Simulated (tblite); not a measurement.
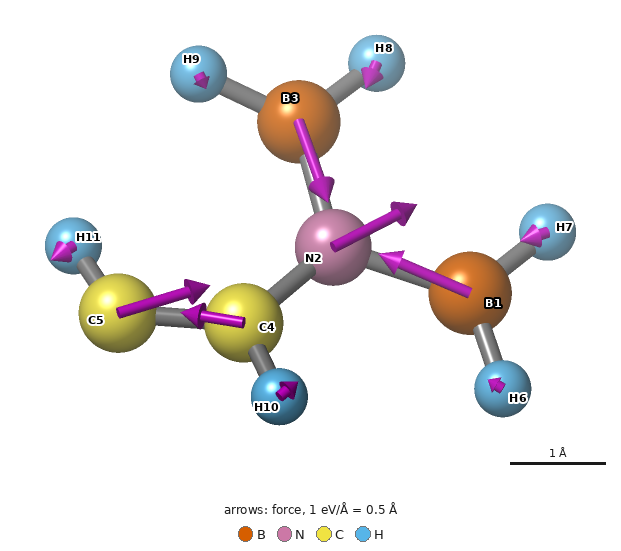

Starting geometry of C2H6B2N (multiplicity 2) with the computed forces as purple arrows. Style: ball-and-stick. Shown at a tilt.

Theory: GFN2-xTB geometry optimisation, gas phase in tblite. 

### Is this structure relaxed? If not, where do the atoms go?

It isn't relaxed: the largest force vector, on N atoms, is 2.17 eV/Å. The final displacements follow the starting forces only in part (cosine between the two patterns 0.41). After 73 geometry steps the energy has fallen by 55.8 kJ/mol. The largest move after the best rigid fit is that of H11, 0.36 Å. By element the largest moves are H 0.36 Å, C 0.14 Å, B 0.13 Å, N 0.11 Å. Near-neighbour distances that change, for instance: B1–N2 1.523 → 1.415 Å, N2–B3 1.525 → 1.418 Å, C4–C5 1.330 → 1.292 Å, B1–H7 1.191 → 1.167 Å. Bond angles that change, for instance: C4–C5–H11 123.1° → 142.6°, N2–C4–H10 118.9° → 112.6°, B1–N2–B3 118.4° → 123.3°. Cost: 0.25 s on 1 thread of Arm Neoverse V1 (shared host).
